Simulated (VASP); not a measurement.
Band structure of Ge$_{6}$Si$_{2}$ (ordered alloy cell). All values below come from PBEsol GGA, VASP's PBE PAW potentials (set 64) (plane waves; VASP).

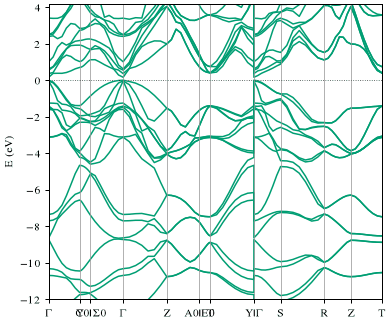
Figure: Bands along high-symmetry lines, zero at the valence-band maximum or, without a gap, the Fermi level

### Question
Read the plot: is there a gap, and where are the band edges?

### Answer
The gap is direct, 0.16 eV, from the valence maximum at Γ to the conduction minimum at Γ. (Edges off the drawn lines would not show.)

The structure was generated: Ge6Si2 was put into an ordered model structure (Cmcm), which need not be its known phase. It was relaxed first.
